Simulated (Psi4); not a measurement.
# CCSD(T)/cc-pVTZ run of PN (phosphorus nitride)

What is the vertical singlet–triplet gap of PN (phosphorus nitride) at CCSD(T)/cc-pVTZ? 

The calculation is run with Psi4 1.11.

3 further runs of the same task are left out: 3 set aside as unsound or not needed.

### 1 The structure to begin with

The species is PN (2 atoms), meant as a singlet with charge 0. As SMILES, `N#P`. Geometry: the measured bond length.

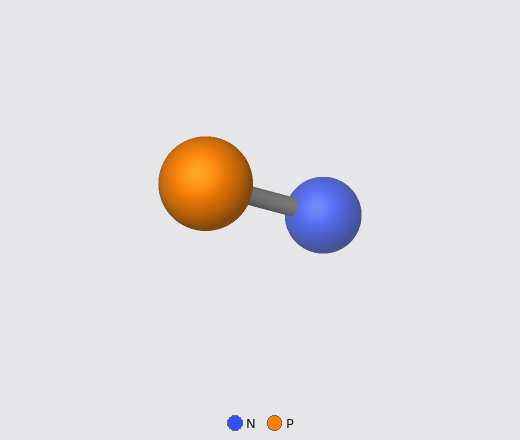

Viewed from a chosen angle; nitrogen blue, phosphorus orange.

### 2 A single-point energy at CCSD(T)/cc-pVTZ

The input, job.json:

```json
{
  "schema_name": "qcschema_input",
  "schema_version": 1,
  "molecule": {
    "schema_name": "qcschema_molecule",
    "schema_version": 2,
    "symbols": ["N", "P"],
    "geometry": [0.0, 0.0, 0.0, 0.0, 0.0, 2.81732843],
    "molecular_charge": 0,
    "molecular_multiplicity": 1
  },
  "driver": "energy",
  "model": {
    "method": "ccsd(t)",
    "basis": "cc-pVTZ"
  },
  "keywords": {
    "scf_type": "pk",
    "freeze_core": true
  }
}
```

Command:

```console
psi4 --qcschema job.json -n 1 --memory 1600MB
```

stdout:

```text
[...]
  Running in c2v symmetry.
[...]
  Nuclear repulsion =   37.269350240433290
[...]
  Multiplicity = 1
[...]
  Nalpha       = 11
  Nbeta        = 11
[...]
    Number of basis functions: 64
[...]
   @RHF iter   1:  -395.04796636498946   -7.19283e-01   1.37304e-02 DIIS/ADIIS
[...]
   @RHF iter  11:  -395.17533711877252    1.70530e-13   1.96622e-09 DIIS
[...]
    Orbital Energies [Eh]
    ---------------------
    Doubly Occupied:
       1A1   -79.991983     2A1   -15.613272     3A1    -7.538849
       1B2    -5.429944     1B1    -5.429944     4A1    -5.429893
       5A1    -1.135892     6A1    -0.663379     7A1    -0.483574
       2B2    -0.441345     2B1    -0.441345
[...]
  @RHF Final Energy:  -395.17533711877252
   => Energetics <=
    Nuclear Repulsion Energy =             37.2693502404332904
    One-Electron Energy =                -619.6905291276024172
    Two-Electron Energy =                 187.2458417683966445
    Total Energy =                       -395.1753371187725179
[...]
 Multipole Moments:
 ------------------------------------------------------------------------------------
     Multipole            Electronic (a.u.)      Nuclear  (a.u.)        Total (a.u.)
 ------------------------------------------------------------------------------------
 L = 1.  Multiply by 2.5417464519 to convert [e a0] to [Debye]
 Dipole X            :          0.0000000            0.0000000            0.0000000
 Dipole Y            :          0.0000000            0.0000000            0.0000000
 Dipole Z            :          1.6560020           -0.4240837            1.2319183
 Magnitude           :                                                    1.2319183
[...]
      * MP2 total energy                      = -395.524795697249431
[...]
      * CCSD total energy                     = -395.523071302989592
[...]
      * CCSD(T) total energy                  = -395.546325271819342
[...]
```

The result, in JSON:

```text
{
 "driver": "energy",
 "model": {
  "method": "ccsd(t)",
  "basis": "cc-pVTZ"
 },
 "success": true,
 "return_result": -395.54632527181934,
 "properties": {
  "calcinfo_nbasis": 64,
  "calcinfo_nmo": 64,
  "calcinfo_nalpha": 11,
  "calcinfo_nbeta": 11,
  "calcinfo_natom": 2,
  "nuclear_repulsion_energy": 37.26935024043329,
  "return_energy": -395.54632527181934,
  "scf_one_electron_energy": -619.6905291276024,
  "scf_two_electron_energy": 187.24584176839664,
  "scf_dipole_moment": [0.0, 0.0, 1.2319182773439878],
  "scf_total_energy": -395.1753371187725,
  "scf_iterations": 11,
  "mp2_same_spin_correlation_energy": -0.08918826862794832,
  "mp2_opposite_spin_correlation_energy": -0.2602703098486452,
  "mp2_singles_energy": -3.718856744939729e-28,
  "mp2_doubles_energy": -0.3494585784765935,
  "mp2_correlation_energy": -0.3494585784765935,
  "mp2_total_energy": -395.52479569724943,
  "ccsd_same_spin_correlation_energy": -0.07121869595490904,
  "ccsd_opposite_spin_correlation_energy": -0.27651548826183403,
  "ccsd_singles_energy": 0.0,
  "ccsd_doubles_energy": -0.34773418421674307,
  "ccsd_correlation_energy": -0.3477341842167432,
  "ccsd_total_energy": -395.5230713029896,
  "ccsd_iterations": 14,
  "ccsd_prt_pr_correlation_energy": -0.3709881530464791,
  "ccsd_prt_pr_total_energy": -395.54632527181934
 }
}
```

Wall time 5.1 s (1 thread of INTEL XEON PLATINUM 8581C at 2.10GHz (Emerald Rapids), shared host); peak memory 0.42 GiB.

### 3 The triplet

The input, np.xyz:

```xyz
2
NP
N      0.000000     0.000000     0.000000
P      0.000000     0.000000     1.490866
```

The input, np.py:

```python
import psi4

psi4.set_memory('1600 MB')
psi4.set_num_threads(1)
psi4.core.set_output_file('run.log', False)

with open('np.xyz') as f:
    atoms = ''.join(f.readlines()[2:])
molecule = psi4.geometry('0 3\n' + atoms + '')

options = {'basis': 'cc-pVTZ', 'reference': 'uhf', 'scf_type': 'pk', 'freeze_core': True}
psi4.set_options(options)

E = psi4.energy('ccsd(t)')
print(f'total energy {E:.8f} hartree = {E * 27.211386:.5f} eV')
```

Command:

```console
python np.py
```

run.log:

```text
[...]
  Running in c2v symmetry.
[...]
  Nuclear repulsion =   37.269350243650337
[...]
  Multiplicity = 3
[...]
  Nalpha       = 12
  Nbeta        = 10
[...]
    Number of basis functions: 64
[...]
   @UHF iter   1:  -394.89825215727268   -5.69568e-01   1.31266e-02 DIIS/ADIIS
[...]
   @UHF iter  21:  -395.06898057344381   -5.11591e-13   4.25136e-09 DIIS
[...]
   @S^2 Observed:                2.313679098E+00
[...]
    Orbital Energies [Eh]
    ---------------------
    Alpha Occupied:
       1A1   -79.991540     2A1   -15.659113     3A1    -7.533093
       4A1    -5.431153     1B1    -5.430952     1B2    -5.415594
       5A1    -1.242197     6A1    -0.776572     2B1    -0.586479
       7A1    -0.564829     2B2    -0.558968     3B1    -0.300764
    Alpha Virtual:
       3B2     0.045573     8A1     0.173826     9A1     0.361197
       4B1     0.393971     4B2     0.423664    10A1     0.428388
       1A2     0.445420    11A1     0.454192     5B1     0.546591
      12A1     0.566686     5B2     0.575844     6B1     0.649596
       6B2     0.650332    13A1     0.985048    14A1     1.017083
[...]
  @UHF Final Energy:  -395.06898057344381
   => Energetics <=
    Nuclear Repulsion Energy =             37.2693502436503366
    One-Electron Energy =                -619.3357295017822253
    Two-Electron Energy =                 186.9973986846880791
    Total Energy =                       -395.0689805734438096
  UHF NO Occupations:
  HONO-2 :    2 B2 1.8575647
  HONO-1 :    7 A1 1.0000000
[...]
 Multipole Moments:
 ------------------------------------------------------------------------------------
     Multipole            Electronic (a.u.)      Nuclear  (a.u.)        Total (a.u.)
 ------------------------------------------------------------------------------------
 L = 1.  Multiply by 2.5417464519 to convert [e a0] to [Debye]
 Dipole X            :          0.0000000            0.0000000            0.0000000
 Dipole Y            :          0.0000000            0.0000000            0.0000000
 Dipole Z            :          0.6027097           -0.4240837            0.1786260
 Magnitude           :                                                    0.1786260
[...]
      * MP2 total energy                      = -395.334765490485609
[...]
      * CCSD total energy                     = -395.372810115405571
[...]
      * CCSD(T) total energy                     = -395.390490798314545
```

Standard output:

```text
total energy -395.39049080 hartree = -10759.12327 eV
```

Wall time 6.3 s (1 thread of INTEL XEON PLATINUM 8581C at 2.10GHz (Emerald Rapids), shared host); peak memory 0.42 GiB.

### 4 Results

At CCSD(T)/cc-pVTZ, 6 core orbitals frozen:

```
                                                           quantity          value
                                              singlet: total energy  -395.54633 Eh
                       singlet: HOMO energy (Hartree–Fock orbitals)      -12.01 eV
                       singlet: LUMO energy (Hartree–Fock orbitals)        1.36 eV
                     singlet: HOMO–LUMO gap (Hartree–Fock orbitals)       13.37 eV
               singlet: correlation energy (6 core orbitals frozen)     -371.0 mEh
                                            singlet: (T) correction     -23.25 mEh
                                             singlet: T1 diagnostic          0.019
                                              triplet: total energy  -395.39049 Eh
triplet: HOMO energy (Hartree–Fock orbitals) (highest over α and β)       -8.18 eV
 triplet: LUMO energy (Hartree–Fock orbitals) (lowest over α and β)       -0.26 eV
               triplet: correlation energy (6 core orbitals frozen)     -321.5 mEh
                                            triplet: (T) correction     -17.68 mEh
                         triplet: ⟨S²⟩ of the reference determinant          2.314
                                             triplet: T1 diagnostic          0.097
                   vertical energy of the triplet above the singlet       4.240 eV
```

At this shape the triplet lies 4.24 eV (409 kJ/mol) above the singlet. The triples (singlet) make up 6.3 % of the correlation energy. ⟨S²⟩ (triplet) is 2.31 where a pure triplet has 2.00: the reference is spin-contaminated. The T1 diagnostic (triplet) of 0.097 is above the customary mark for such species, so a single reference may not serve. The triples (triplet) make up 5.5 % of the correlation energy.
